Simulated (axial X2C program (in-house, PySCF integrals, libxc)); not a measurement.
**MnLi: from the state search to constants**

Aim: find the lowest determinant of MnLi, scan the bond at several levels and fit the constants, once spin-free and once with spin–orbit coupling.

The runs use an in-house X2C program for linear molecules on PySCF integrals; all-electron X2C, Mn dyall-cv3z, Li dyall-cv3z.

All values are calculated.

### 1 The job

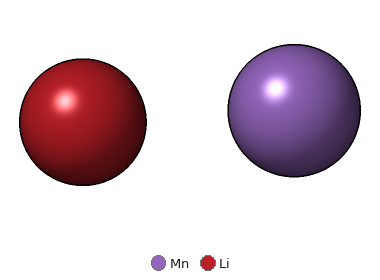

The two atoms at 2.520 Å (manganese purple, lithium red).

Input file task.json:

```json
{"zs": [25, 3], "q": 0, "bas": ["dyall-cv3z", "dyall-cv3z"], "levels": ["PBE0", "HF", "BHandHLYP"], "cc": true, "r0": 2.52, "thr": -2.0, "nmax": 90, "npts": 10, "nst": 2, "ntry": 6}
```

Keys: zs atomic numbers; q charge; bas basis sets; levels methods (HF also brings MP2); cc coupled cluster on or off; r0 starting distance in Å; thr threshold in hartree for freezing inner shells (an s shell follows its p shell); nmax most natural virtual spinors; npts points asked for on the curve; nst determinants followed; ntry starts of the search.

The run is started by

```sh
$ python so2c.py task.json out
```

Spin-free means the one-electron spin-free X2C Hamiltonian; two-component (2c) means X2C with spin–orbit coupling and atomic mean-field two-electron Coulomb and Gaunt terms. Basis: Mn dyall-cv3z contracted to [9s10p6d3f2g], Li dyall-cv3z contracted to [7s8p2d]; Gaussian nuclei, density fitting. Masses: Mn 54.938 u, Li 7.016 u.

Notation: σ, π±, δ± give the projection m of an orbital's angular momentum (0, ±1, ±2), α and β its spin, Λ and M_S the sums; ω is the projection of a spinor's total angular momentum and Ω the sum. Logs are in hartree.

The results follow Hamiltonian by Hamiltonian and level by level.

### 2 State search with PBE0

PBE0 moves the distance from 2.520 Å to 3.004 Å and compares determinants there.

Spin-free determinants:

```csv
ΔE (eV),state,open shells
0.00,"M_S = 3, Λ = 0","beyond closed shells: 2 × σα, π+α, π-α, δ+α, δ-α"
0.13,"M_S = 2, Λ = 0","beyond closed shells: π+α, π-α, δ+α, δ-α"
0.79,"M_S = 2, Λ = 1","beyond closed shells: σα, π+α, π+β, π-α, δ+α, δ-α"
0.98,"M_S = 3, Λ = 1","beyond closed shells: σα, 2 × π+α, π-α, δ+α, δ-α"
1.43,"M_S = 2, Λ = 2","beyond closed shells: σα, π+α, π-α, δ+α, δ+β, δ-α"
1.98,"M_S = 3, Λ = 1","beyond closed shells: 3 × σα, π+α, π+β, π-α, δ+α, δ-α"
2.00,"M_S = 4, Λ = 1","beyond closed shells: 3 × σα, 2 × π+α, π-α, δ+α, δ-α"
```

Two-component determinants:

| ΔE (eV) | state | open shells |
| --- | --- | --- |
| 0.00 | Ω = 3 | excess of +ω over −ω: ω = 1/2, ω = 5/2 |
| 0.13 | Ω = 2 | excess of +ω over −ω: ω = -1/2, ω = 5/2 |
| 0.79 | Ω = 1 | excess of +ω over −ω: ω = -3/2, ω = 5/2 |
| 0.99 | Ω = 4 | excess of +ω over −ω: ω = 3/2, ω = 5/2 |
| 1.96 | Ω = 4 | excess of +ω over −ω: 3 × ω = 1/2, ω = 5/2 |
| 2.01 | Ω = 5 | excess of +ω over −ω: 2 × ω = 1/2, ω = 3/2, ω = 5/2 |
| 2.24 | Ω = 1 | excess of +ω over −ω: 2 × ω = 1/2 |

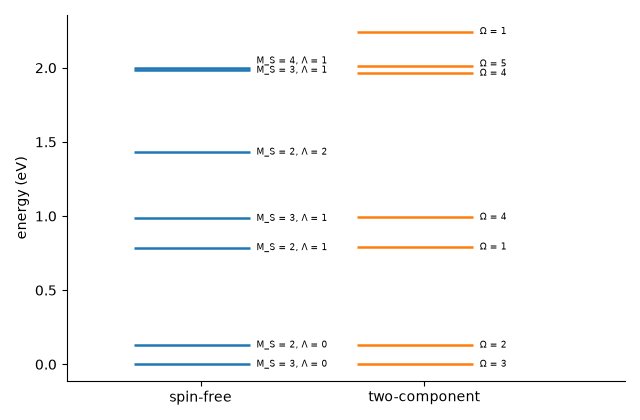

The determinants found, each set from its own lowest.

### 3 PBE0, spin-free

State followed: M_S = 3, Λ = 0 (beyond closed shells: 2 × σα, π+α, π-α, δ+α, δ-α). The scan is laid around 3.004 Å, a first estimate of the minimum, and this SCF restarts from the orbitals of the search.

The SCF at the reference distance of 3.004 Å:

```text
spin-free X2C-1e  PBE0
basis functions 149  fitting functions 784  grid points 5087
iter        total energy     max residual
   1      -1165.840155421     4.57e-05
   2      -1165.840155483     3.13e-05
   3      -1165.840155492     2.58e-05
   4      -1165.840155498     5.17e-06
converged
one-electron -1631.19339902  Coulomb 506.35595640  exact exchange -13.29978678  xc functional -40.91474062  nuclear repulsion 13.21181452
```

Along the bond, energies from the lowest point:

```
R (Å)  E (eV)  μ (D)  HOMO (eV)  LUMO (eV)  iterations
2.614  0.1163   1.04      -3.45      -1.53          13
2.734  0.0470   1.02      -3.48      -1.50          11
2.824  0.0176   0.99      -3.50      -1.52          10
2.914  0.0031   0.95      -3.53      -1.54          10
3.004  0.0000   0.90      -3.55      -1.56           4
3.109  0.0070   0.84      -3.57      -1.58          10
3.214  0.0224   0.78      -3.60      -1.61           9
3.349  0.0496   0.70      -3.63      -1.63          10
3.515  0.0887   0.62      -3.67      -1.65          10
3.755  0.1470   0.53      -3.72      -1.66          10
```

Dipoles are positive if Li is the positive end.

Outer orbitals at the reference distance:

```csv
symmetry,occupied,ε (eV),atomic character
δ-α,yes,-10.47,100% Mn d
δ+α,yes,-10.47,100% Mn d
π-α,yes,-10.40,100% Mn d
π+α,yes,-10.40,100% Mn d
σα,yes,-10.39,100% Mn d
σα,yes,-6.58,"73% Mn s, 14% Li s, 12% Li p"
σβ,yes,-5.31,"60% Mn s, 19% Li s, 16% Li p"
σα,yes,-3.55,"47% Li s, 44% Mn p, 4% Mn s"
σβ,no,-1.56,"31% Mn p, 26% Li s, 26% Mn d"
π+α,no,-1.41,"60% Mn p, 39% Li p"
π-α,no,-1.41,"60% Mn p, 39% Li p"
σα,no,-1.30,"48% Li p, 30% Mn p, 17% Li s"
```

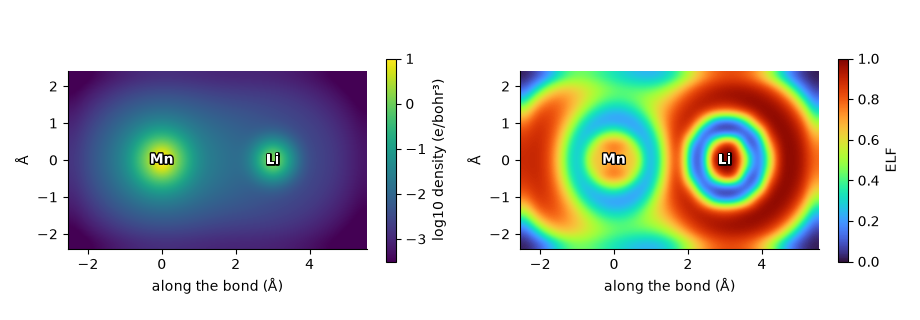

PBE0 fields in a plane through the axis, from a grid of 0.3 Å; Mn lies at z = 0 and Li at z = 3.004 Å; the ELF is damped to zero where the density is low.

Re = 2.987 Å, ωe = 220.9 cm⁻¹, ωexe = 3.52 cm⁻¹, Be = 0.3037 cm⁻¹, De = 0.380 eV, μ = 0.91 D.

### 4 HF, spin-free

The SCF at the reference distance of 3.004 Å:

```text
spin-free X2C-1e  HF
basis functions 149  fitting functions 784  grid points 5087
iter        total energy     max residual
   1      -1164.824775213     2.04e-01
   2      -1164.840742205     7.73e-03
   3      -1164.842340821     1.17e-02
   4      -1164.842635964     4.44e-03
   5      -1164.842785835     2.08e-03
   6      -1164.842851552     2.68e-03
   7      -1164.842875712     8.60e-04
   8      -1164.842884329     3.71e-04
   9      -1164.842886849     3.84e-04
  10      -1164.842887172     1.09e-04
  11      -1164.842887197     9.58e-06
  12      -1164.842887200     1.13e-05
  13      -1164.842887201     4.81e-06
  14      -1164.842887201     4.77e-07
converged
one-electron -1631.25952389  Coulomb 506.50289261  exact exchange -53.29807044  xc functional 0.00000000  nuclear repulsion 13.21181452
```

Re = 3.224 Å, ωe = 154.0 cm⁻¹, ωexe = 6.35 cm⁻¹, Be = 0.2607 cm⁻¹, De = 0.082 eV, μ = 0.03 D.

### 5 BHandHLYP, spin-free

The SCF at the reference distance of 3.004 Å:

```text
spin-free X2C-1e  BHandHLYP
basis functions 149  fitting functions 784  grid points 5087
iter        total energy     max residual
   1      -1166.047505456     6.90e-02
   2      -1166.049261824     5.55e-03
   3      -1166.049442300     1.32e-02
   4      -1166.049545886     1.69e-03
   5      -1166.049560747     7.58e-04
   6      -1166.049564947     5.46e-04
   7      -1166.049565338     8.39e-05
   8      -1166.049565408     2.56e-05
   9      -1166.049565419     2.16e-05
  10      -1166.049565420     2.90e-06
converged
one-electron -1631.50595553  Coulomb 506.70102599  exact exchange -26.61926668  xc functional -27.83718371  nuclear repulsion 13.21181452
```

Re = 3.061 Å, ωe = 189.7 cm⁻¹, ωexe = 4.41 cm⁻¹, Be = 0.2892 cm⁻¹, De = 0.213 eV, μ = 0.97 D.

### 6 MP2 and beyond, spin-free

Correlated methods: 8 electrons correlated (frozen shells, counted by type: Mn 3 s, 2 p; Li 1 s), 236 virtual spinors in MP2, 89 natural virtuals in coupled cluster.

Output of the correlated part at 3.004 Å:

```text
correlated 8  virtual 236  natural virtual 89  E(MP2) -0.125737567  MP2 remainder -0.003222182
iter   CCSD correlation   residual
   1     -0.132972366   1.28e-01
   2     -0.139524135   6.41e-02
   3     -0.140232237   2.36e-02
   4     -0.140723065   1.14e-02
   5     -0.140801194   4.13e-03
   6     -0.140799583   1.75e-03
   7     -0.140816754   9.80e-04
   8     -0.140821577   5.00e-04
   9     -0.140822876   2.37e-04
  10     -0.140823341   8.04e-05
  11     -0.140823620   3.16e-05
  12     -0.140823990   1.21e-05
  13     -0.140824137   5.87e-06
  14     -0.140824219   3.13e-06
  15     -0.140824252   1.50e-06
  16     -0.140824267   7.10e-07
(T) -0.004225546  T1 0.0535  D1 0.1039  max T2 0.086
```

T1 in the output is the amplitude norm over the root of the electron number; divide by √2 for the Lee–Taylor value.

MP2: Re = 3.000 Å, ωe = 204.3 cm⁻¹, Be = 0.3011 cm⁻¹, De = 0.134 eV.

CCSD: Re = 3.014 Å, ωe = 208.6 cm⁻¹, ωexe = 5.02 cm⁻¹, Be = 0.2983 cm⁻¹, De = 0.243 eV. T1 at Re = 0.038 (Lee–Taylor, the printed value over √2).

CCSD(T): Re = 3.007 Å, ωe = 209.7 cm⁻¹, ωexe = 4.92 cm⁻¹, Be = 0.2997 cm⁻¹, De = 0.256 eV. T1 at Re = 0.038 (Lee–Taylor, the printed value over √2).

### 7 A higher determinant, spin-free

State: M_S = 2, Λ = 0 (beyond closed shells: π+α, π-α, δ+α, δ-α).

Output at the reference distance:

```text
spin-free X2C-1e  PBE0
basis functions 149  fitting functions 784  grid points 5087
iter        total energy     max residual
   1      -1165.835398771     2.45e-05
   2      -1165.835398793     2.60e-05
   3      -1165.835398801     1.35e-05
converged
one-electron -1631.42804594  Coulomb 506.59040223  exact exchange -13.29601045  xc functional -40.91355916  nuclear repulsion 13.21181452
```

| R (Å) | E above the lowest PBE0 point (eV) |
| --- | --- |
| 2.614 | 0.266 |
| 2.734 | 0.194 |
| 2.824 | 0.160 |
| 2.914 | 0.139 |
| 3.004 | 0.129 |
| 3.109 | 0.127 |
| 3.214 | 0.133 |
| 3.349 | 0.148 |
| 3.515 | 0.172 |

Re = 3.078 Å, ωe = 182.6 cm⁻¹, Be = 0.2861 cm⁻¹, μ = 1.20 D. ⟨S²⟩ = 6.96 against 6.00 for a pure state, so this determinant mixes spins. Te = 0.13 eV.

### 8 The spin-free curves together

Energy (eV) of the followed determinant, spin-free, from each level's lowest point:

| R (Å) | PBE0 | HF | MP2 | CCSD | CCSD(T) | BHandHLYP |
| --- | --- | --- | --- | --- | --- | --- |
| 2.614 | 0.116 | 0.233 | 0.121 | n/a | n/a | 0.140 |
| 2.734 | 0.047 | 0.128 | 0.049 | 0.055 | 0.052 | 0.065 |
| 2.824 | 0.018 | 0.076 | 0.019 | 0.023 | 0.021 | 0.030 |
| 2.914 | 0.003 | 0.040 | 0.004 | 0.006 | 0.005 | 0.010 |
| 3.004 | 0.000 | 0.018 | 0.000 | 0.000 | 0.000 | 0.001 |
| 3.109 | 0.007 | 0.004 | 0.005 | 0.004 | 0.005 | 0.000 |
| 3.214 | 0.022 | 0.000 | 0.016 | 0.015 | 0.017 | 0.007 |
| 3.349 | 0.050 | 0.004 | 0.034 | 0.037 | 0.038 | 0.023 |
| 3.515 | 0.089 | 0.015 | 0.056 | n/a | n/a | 0.048 |
| 3.755 | 0.147 | 0.036 | 0.081 | n/a | n/a | 0.086 |

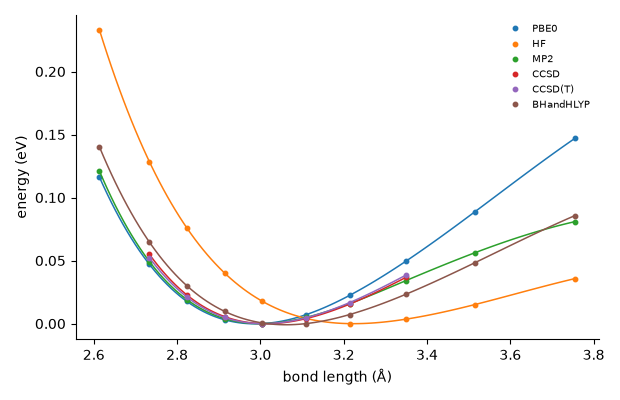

Curves of the followed state, spin-free, each from its own lowest point.

### 9 PBE0, 2c

State followed: Ω = 3 (excess of +ω over −ω: ω = 1/2, ω = 5/2). The scan is laid around 3.004 Å, a first estimate of the minimum, and this SCF restarts from the orbitals of the search.

Output at 3.004 Å:

```text
two-component X2C + atomic mean field  PBE0
basis functions 149  fitting functions 784  grid points 5087
iter        total energy     max residual
   1      -1165.548364181     9.88e-05
   2      -1165.548364183     4.24e-05
   3      -1165.548364200     6.97e-06
   4      -1165.548364200     5.53e-06
converged
one-electron -1630.46811231  Coulomb 506.21049676  exact exchange -13.29640962  xc functional -40.90427044  nuclear repulsion 13.21181452  atomic mean-field constant -0.30188311
```

Along the bond, energies from the lowest point:

```
R (Å)  E (eV)  μ (D)  HOMO (eV)  LUMO (eV)  iterations
2.614  0.1167   1.03      -3.45      -1.54          13
2.734  0.0472   1.01      -3.48      -1.50          11
2.824  0.0177   0.98      -3.50      -1.52          10
2.914  0.0032   0.94      -3.53      -1.54          10
3.004  0.0000   0.89      -3.55      -1.56           4
3.109  0.0070   0.83      -3.57      -1.58          10
3.214  0.0223   0.77      -3.60      -1.61           9
3.349  0.0493   0.70      -3.63      -1.63          10
3.515  0.0883   0.62      -3.67      -1.65          10
3.755  0.1465   0.53      -3.72      -1.66          10
```

Dipoles are positive if Li is the positive end.

Outer spinors at the reference distance:

```tsv
ω	occupied	ε (eV)	atomic character	λ mixture
-3/2	yes	-10.52	100% Mn d	100% δ
-1/2	yes	-10.43	100% Mn d	100% π
5/2	yes	-10.43	100% Mn d	100% δ
1/2	yes	-10.40	100% Mn d	100% σ
3/2	yes	-10.39	100% Mn d	100% π
1/2	yes	-6.58	73% Mn s, 14% Li s, 12% Li p	100% σ
-1/2	yes	-5.31	60% Mn s, 19% Li s, 16% Li p	100% σ
1/2	yes	-3.55	47% Li s, 44% Mn p, 4% Mn s	100% σ
-1/2	no	-1.56	31% Mn p, 26% Mn d, 26% Li s	100% σ
-1/2	no	-1.41	60% Mn p, 38% Li p	100% π
3/2	no	-1.40	59% Mn p, 39% Li p	100% π
1/2	no	-1.30	48% Li p, 30% Mn p, 17% Li s	99% σ, 1% π
```

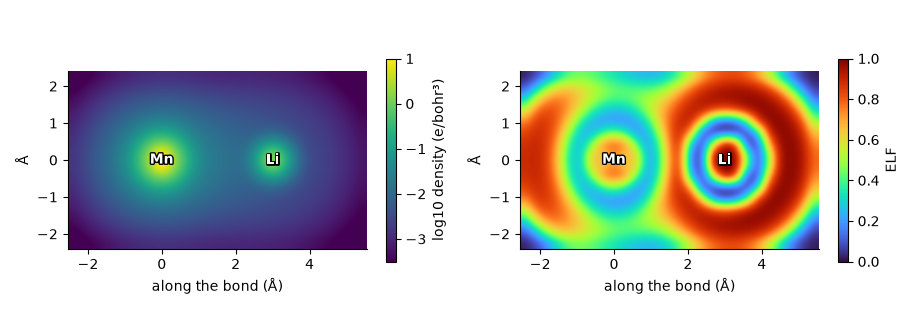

PBE0 fields in a plane through the axis, from a grid of 0.3 Å; Mn lies at z = 0 and Li at z = 3.004 Å; the ELF is damped to zero where the density is low.

Re = 2.988 Å, ωe = 220.7 cm⁻¹, ωexe = 3.51 cm⁻¹, Be = 0.3035 cm⁻¹, De = 0.379 eV, μ = 0.90 D.

### 10 HF, 2c

Output at 3.004 Å:

```text
two-component X2C + atomic mean field  HF
basis functions 149  fitting functions 784  grid points 5087
iter        total energy     max residual
   1      -1164.533322629     2.04e-01
   2      -1164.549285195     7.73e-03
   3      -1164.550884799     1.17e-02
   4      -1164.551180567     4.44e-03
   5      -1164.551330886     2.08e-03
   6      -1164.551396755     2.69e-03
   7      -1164.551421118     8.62e-04
   8      -1164.551429855     3.72e-04
   9      -1164.551432453     3.90e-04
  10      -1164.551432815     1.12e-04
  11      -1164.551432868     2.53e-05
  12      -1164.551432903     6.49e-05
  13      -1164.551432950     8.30e-05
  14      -1164.551432994     5.38e-05
  15      -1164.551433022     1.61e-05
  16      -1164.551433032     1.28e-05
  17      -1164.551433034     8.82e-06
  18      -1164.551433034     1.96e-06
converged
one-electron -1630.53315462  Coulomb 506.35633846  exact exchange -53.28454829  xc functional 0.00000000  nuclear repulsion 13.21181452  atomic mean-field constant -0.30188311
```

Re = 3.225 Å, ωe = 153.7 cm⁻¹, ωexe = 6.36 cm⁻¹, Be = 0.2604 cm⁻¹, De = 0.081 eV, μ = 0.02 D.

### 11 BHandHLYP, 2c

Output at 3.004 Å:

```text
two-component X2C + atomic mean field  BHandHLYP
basis functions 149  fitting functions 784  grid points 5087
iter        total energy     max residual
   1      -1165.755732796     6.90e-02
   2      -1165.757489001     5.56e-03
   3      -1165.757669328     1.31e-02
   4      -1165.757772897     1.69e-03
   5      -1165.757787825     7.60e-04
   6      -1165.757792034     5.47e-04
   7      -1165.757792429     8.40e-05
   8      -1165.757792499     2.61e-05
   9      -1165.757792511     2.23e-05
  10      -1165.757792512     3.06e-06
converged
one-electron -1630.78001083  Coulomb 506.55486624  exact exchange -26.61249159  xc functional -27.83008775  nuclear repulsion 13.21181452  atomic mean-field constant -0.30188311
```

Re = 3.062 Å, ωe = 189.4 cm⁻¹, ωexe = 4.41 cm⁻¹, Be = 0.289 cm⁻¹, De = 0.213 eV, μ = 0.96 D.

### 12 MP2 and beyond, 2c

Correlated methods: 8 electrons correlated (frozen shells, counted by type: Mn 3 s, 2 p; Li 1 s), 236 virtual spinors in MP2, 90 natural virtuals in coupled cluster.

Output of the correlated part at 3.004 Å:

```text
correlated 8  virtual 236  natural virtual 90  E(MP2) -0.125679657  MP2 remainder -0.003150676
iter   CCSD correlation   residual
   1     -0.132968202   1.27e-01
   2     -0.139521380   6.42e-02
   3     -0.140227669   2.37e-02
   4     -0.140721599   1.15e-02
   5     -0.140800236   4.12e-03
   6     -0.140797938   1.73e-03
   7     -0.140814607   9.77e-04
   8     -0.140819565   4.99e-04
   9     -0.140820940   2.35e-04
  10     -0.140821397   8.06e-05
  11     -0.140821666   3.18e-05
  12     -0.140822039   1.22e-05
  13     -0.140822189   6.06e-06
  14     -0.140822273   3.28e-06
  15     -0.140822305   1.58e-06
  16     -0.140822320   7.43e-07
(T) -0.004230427  T1 0.0535  D1 0.1039  max T2 0.087
```

MP2: Re = 3.001 Å, ωe = 203.8 cm⁻¹, Be = 0.3008 cm⁻¹, De = 0.133 eV.

CCSD: Re = 3.015 Å, ωe = 208.3 cm⁻¹, ωexe = 5.02 cm⁻¹, Be = 0.2981 cm⁻¹, De = 0.242 eV. T1 at Re = 0.038 (Lee–Taylor, the printed value over √2).

CCSD(T): Re = 3.008 Å, ωe = 209.4 cm⁻¹, ωexe = 4.91 cm⁻¹, Be = 0.2994 cm⁻¹, De = 0.255 eV. T1 at Re = 0.038 (Lee–Taylor, the printed value over √2).

### 13 A higher determinant, 2c

State: Ω = 2 (excess of +ω over −ω: ω = -1/2, ω = 5/2).

Output at the reference distance:

```text
two-component X2C + atomic mean field  PBE0
basis functions 149  fitting functions 784  grid points 5087
iter        total energy     max residual
   1      -1165.543630696     4.75e-05
   2      -1165.543630708     4.50e-05
   3      -1165.543630721     7.02e-06
   4      -1165.543630723     4.83e-06
converged
one-electron -1630.70648068  Coulomb 506.44870366  exact exchange -13.29262620  xc functional -40.90315892  nuclear repulsion 13.21181452  atomic mean-field constant -0.30188311
```

| R (Å) | E above the lowest PBE0 point (eV) |
| --- | --- |
| 2.614 | 0.265 |
| 2.734 | 0.193 |
| 2.824 | 0.159 |
| 2.914 | 0.139 |
| 3.004 | 0.129 |
| 3.109 | 0.127 |
| 3.214 | 0.133 |
| 3.349 | 0.147 |
| 3.515 | 0.171 |

Re = 3.078 Å, ωe = 182.6 cm⁻¹, Be = 0.286 cm⁻¹, μ = 1.20 D. Te = 0.13 eV.

### 14 The 2c curves together

Energy (eV) of the followed determinant, 2c, from each level's lowest point:

| R (Å) | PBE0 | HF | MP2 | CCSD | CCSD(T) | BHandHLYP |
| --- | --- | --- | --- | --- | --- | --- |
| 2.614 | 0.117 | 0.234 | 0.122 | n/a | n/a | 0.141 |
| 2.734 | 0.047 | 0.129 | 0.050 | 0.055 | 0.053 | 0.065 |
| 2.824 | 0.018 | 0.076 | 0.019 | 0.023 | 0.021 | 0.030 |
| 2.914 | 0.003 | 0.041 | 0.004 | 0.006 | 0.005 | 0.010 |
| 3.004 | 0.000 | 0.018 | 0.000 | 0.000 | 0.000 | 0.001 |
| 3.109 | 0.007 | 0.004 | 0.005 | 0.004 | 0.005 | 0.000 |
| 3.214 | 0.022 | 0.000 | 0.016 | 0.015 | 0.017 | 0.007 |
| 3.349 | 0.049 | 0.003 | 0.034 | 0.036 | 0.038 | 0.023 |
| 3.515 | 0.088 | 0.015 | 0.056 | n/a | n/a | 0.048 |
| 3.755 | 0.147 | 0.035 | 0.080 | n/a | n/a | 0.085 |

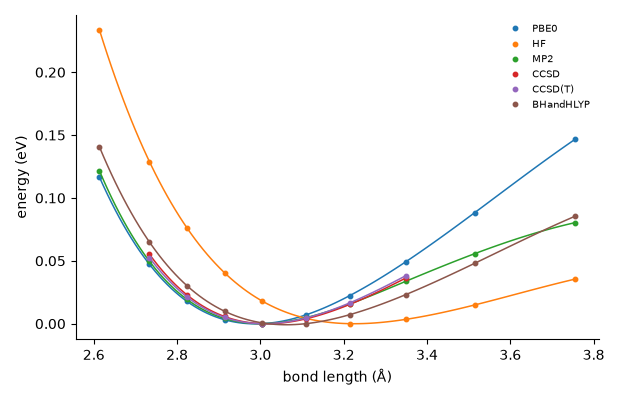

Curves of the followed state, 2c, each from its own lowest point.

Time for the job: 79 s (1 thread of Arm Neoverse V2, shared host); peak memory 0.51 GiB.

### 15 What came out

Lowest determinant that the search found at its distance, spin-free: M_S = 3, Λ = 0 (beyond closed shells: 2 × σα, π+α, π-α, δ+α, δ-α).

Lowest determinant that the search found at its distance, 2c: Ω = 3 (excess of +ω over −ω: ω = 1/2, ω = 5/2).

```
Hamiltonian      level  Re (Å)  ωe (cm⁻¹)  De (eV)  μ (D)
  spin-free       PBE0   2.987      220.9    0.380   0.91
  spin-free         HF   3.224      154.0    0.082   0.03
  spin-free        MP2   3.000      204.3    0.134    n/a
  spin-free       CCSD   3.014      208.6    0.243    n/a
  spin-free    CCSD(T)   3.007      209.7    0.256    n/a
  spin-free  BHandHLYP   3.061      189.7    0.213   0.97
         2c       PBE0   2.988      220.7    0.379   0.90
         2c         HF   3.225      153.7    0.081   0.02
         2c        MP2   3.001      203.8    0.133    n/a
         2c       CCSD   3.015      208.3    0.242    n/a
         2c    CCSD(T)   3.008      209.4    0.255    n/a
         2c  BHandHLYP   3.062      189.4    0.213   0.96
```

Dipoles are positive if Li is the positive end.

Time per point (s) on 1 thread of Arm Neoverse V2, shared host (2c runs; CCSD comes with the CCSD(T) run); the times are rough: PBE0 0.31, HF 0.23, MP2 0.31, CCSD(T) 2.3, BHandHLYP 0.32.

In words: At CCSD(T), going from spin-free to two-component changes Re by +1 mÅ, ωe by -0.2 %; the spin-free picture holds up (part of it comes from the scalar share of the two-electron terms). De moves by 0.00 eV; both De rest on single-determinant atoms, which can miss part of an open shell's spin–orbit lowering.

De refers to Mn + Li, each in the lowest determinant found, which need not be this curve's own limit. Each curve is one determinant whose occupation by symmetry is held fixed; it was picked as the lowest of a PBE0 search that is not exhaustive. De is counted from the lowest determinant-based energies of the atoms at the same level, without counterpoise correction. Density functionals use the spin component along the axis (collinear). Coupled cluster ran in a truncated set of natural virtual spinors; the MP2 energy of the rest was added. With several unpaired electrons one determinant need not be a pure state. The spin-free determinant is spin-contaminated at some levels, which hurts MP2 most. T1 at Re is 0.038 (Lee–Taylor), above the customary mark of 0.02.
